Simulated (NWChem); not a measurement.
# B3LYP/6-31G(d) (Cartesian functions) run of Si3H8 (trisilane)

What is the energy change on altering one bond length of Si3H8 (trisilane) at B3LYP/6-31G* (Cartesian functions)? 

The calculation is run with NWChem 7.3.0.

3 further runs of the same task are left out: 3 set aside as unsound or not needed. Runs told in other sessions of the task aren't counted.

## (1) The system as given

The species is Si3H8 (11 atoms), meant as a singlet with charge 0. As SMILES, `[SiH3][SiH2][SiH3]`. The coordinates come from a PBE0-D4/def2-TZVP relaxation.

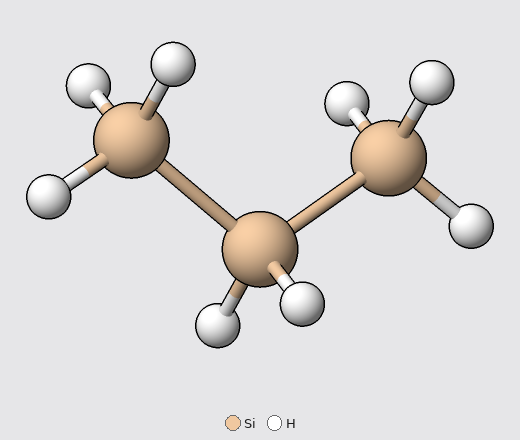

Viewed from a chosen angle; silicon light orange, hydrogen white.

## (2) Energy and gradient at B3LYP/6-31G(d) (Cartesian functions)

Input file test.nw:

```
echo
START test
memory 2200 mb
charge 0

GEOMETRY units bohr noautosym nocenter noautoz
   Si    -2.44260330     2.58274539    -0.99261644
   Si    -0.87413061    -1.52557590    -0.55996365
   Si     3.08390075    -1.46340391     1.40359408
   H     -4.96213734     2.58461622    -2.23955222
   H     -0.66901974     4.12043443    -2.53992419
   H     -2.68821100     3.77962232     1.53944649
   H     -0.64893195    -2.72150798    -3.09945320
   H     -2.66523193    -3.06286810     0.97583567
   H      2.86473032    -0.29279417     3.95034018
   H      4.88271216     0.06005550    -0.12859586
   H      4.11886596    -4.06132380     1.69087024
END

BASIS cartesian
   * library 6-31G*
END

DFT
   xc b3lyp
   mult 1
   grid xfine
   convergence energy 1e-08
   maxiter 100
   mulliken
END

TASK dft gradient
```

Started as:

```console
$ nwchem test.nw > test.out
```

What it wrote:

```text
[...]
          Wavefunction type:  closed shell.
          No. of atoms     :    11
          No. of electrons :    50
[...]
          Charge           :     0
          Spin multiplicity:     1
[...]
          AO basis - number of functions:    73
[...]
              XC Information
              --------------
                         B3LYP Method XC Potential
                     Hartree-Fock (Exact) Exchange  0.200
                        Slater Exchange Functional  0.800 local
                    Becke 1988 Exchange Functional  0.720 non-local
              Lee-Yang-Parr Correlation Functional  0.810
                  VWN I RPA Correlation Functional  0.190 local
[...]
 d= 0,ls=0.0,diis     1   -873.2506500508 -1.07D+03  9.66D-03  3.06D-01     3.3
[...]
 d= 0,ls=0.0,diis     8   -873.2827559623 -9.81D-10  2.32D-07  1.17D-10    23.9
         Total DFT energy =     -873.282755962264
      One electron energy =    -1593.201441246908
           Coulomb energy =      592.550114243365
    Exchange-Corr. energy =      -65.749266185346
 Nuclear repulsion energy =      193.117837226625
[...]
      Total Density - Mulliken Population Analysis
     ---------------------------------------------
    Atom       Charge   Shell Charges
 -----------   ------   -------------------------------------------------------
    1 Si  14    13.82   2.00  1.99  5.96  1.04  1.99  0.30  0.43  0.11
    2 Si  14    13.94   2.00  1.99  5.96  1.05  2.03  0.34  0.48  0.09
    3 Si  14    13.82   2.00  1.99  5.96  1.04  1.99  0.30  0.43  0.11
    4 H    1     1.05   0.51  0.54
    5 H    1     1.05   0.51  0.55
    6 H    1     1.05   0.51  0.55
    7 H    1     1.05   0.50  0.54
    8 H    1     1.05   0.50  0.54
    9 H    1     1.05   0.51  0.55
   10 H    1     1.05   0.51  0.55
[...]
  wavefunction    = closed shell
                         DFT ENERGY GRADIENTS
    atom               coordinates                        gradient
                 x          y          z           x          y          z
   1 Si     -2.442603   2.582745  -0.992616    0.001131  -0.000961   0.000478
   2 Si     -0.874131  -1.525576  -0.559964    0.000542   0.000944   0.000348
   3 Si      3.083901  -1.463404   1.403594   -0.001240   0.000770  -0.000550
   4 H      -4.962137   2.584616  -2.239552    0.000529  -0.000592   0.000212
   5 H      -0.669020   4.120434  -2.539924    0.000005  -0.000790   0.000228
   6 H      -2.688211   3.779622   1.539446    0.000234  -0.000752  -0.000241
   7 H      -0.648932  -2.721508  -3.099453    0.000332   0.000716   0.000440
   8 H      -2.665232  -3.062868   0.975836    0.000503   0.000743   0.000099
   9 H       2.864730  -0.292794   3.950340   -0.000555  -0.000173  -0.000580
  10 H       4.882712   0.060056  -0.128596   -0.000787  -0.000210  -0.000114
  11 H       4.118866  -4.061324   1.690870   -0.000695   0.000305  -0.000319
[...]
```

It took 29 s on 1 thread of Intel Xeon 6975P-C (Granite Rapids), shared host; peak memory 0.16 GiB.

## (3) The distorted shape: a single-point energy at B3LYP/6-31G(d) (Cartesian functions)

Input file nw.nw:

```
start nw
title "H8Si3 B3LYP"
memory 2200 mb

geometry noautosym nocenter noautoz
  Si   -1.417083    1.692868   -0.559616
  Si   -0.462570   -0.807300   -0.296320
  Si    1.631930   -0.774400    0.742750
  H    -2.750363    1.693858   -1.219466
  H    -0.478543    2.506578   -1.378416
  H    -1.547053    2.326228    0.780294
  H    -0.343400   -1.440160   -1.640160
  H    -1.410380   -1.620800    0.516390
  H     1.515950   -0.154940    2.090430
  H     2.583820    0.031780   -0.068050
  H     2.179610   -2.149160    0.894770
end

basis "ao basis"
  * library 6-31G*
end

dft
  xc b3lyp
  grid xfine
  convergence energy 1e-08
  iterations 100
  mulliken
  print low
end

task dft
```

Started as:

```console
$ nwchem nw.nw > nw.out
```

What it wrote:

```text
[...]
 d= 0,ls=0.0,diis     1   -873.2355809951 -1.06D+03  9.84D-03  3.05D-01     3.3
[...]
 d= 0,ls=0.0,diis     8   -873.2683789671 -5.06D-10  1.29D-06  4.05D-09    22.3
         Total DFT energy =     -873.268378967078
      One electron energy =    -1574.129579711228
           Coulomb energy =      582.911974199394
    Exchange-Corr. energy =      -65.688617273897
 Nuclear repulsion energy =      183.637843818652
[...]
      Total Density - Mulliken Population Analysis
     ---------------------------------------------
    Atom       Charge   Shell Charges
 -----------   ------   -------------------------------------------------------
    1 Si  14    13.83   2.00  1.99  5.96  1.05  1.91  0.33  0.49  0.09
    2 Si  14    13.95   2.00  1.99  5.96  1.06  1.95  0.39  0.53  0.08
    3 Si  14    13.82   2.00  1.99  5.96  1.04  1.99  0.30  0.43  0.11
    4 H    1     1.05   0.51  0.54
    5 H    1     1.05   0.51  0.54
    6 H    1     1.05   0.51  0.54
    7 H    1     1.05   0.50  0.54
    8 H    1     1.05   0.50  0.54
    9 H    1     1.05   0.51  0.54
   10 H    1     1.05   0.51  0.54
[...]
```

Wall time 23 s (1 thread of Intel Xeon 6975P-C (Granite Rapids), shared host); peak memory 0.15 GiB.

## (4) Summary of results

Level: B3LYP/6-31G* (Cartesian functions).

| quantity | value |
| --- | --- |
| first shape: total energy | -873.28276 Eh |
| first shape: dipole moment | 0.09 D |
| first shape: HOMO energy | -7.74 eV |
| first shape: LUMO energy | 0.02 eV |
| first shape: HOMO–LUMO gap | 7.76 eV |
| first shape: largest force on an atom | 0.080 eV/Å |
| distorted shape: total energy | -873.26838 Eh |
| energy change with the Si1–Si2 bond stretched from 2.338 to 2.689 Å | 0.391 eV |

In words: With the Si1–Si2 bond stretched from 2.338 to 2.689 Å the energy rises by 0.39 eV (37.7 kJ/mol). The first shape isn't relaxed at this level, so the change isn't measured from a minimum. Mulliken charges (first shape) run from -0.05 on H4 to +0.18 on Si1. Mulliken charges (distorted shape) run from -0.05 on H4 to +0.18 on Si3.
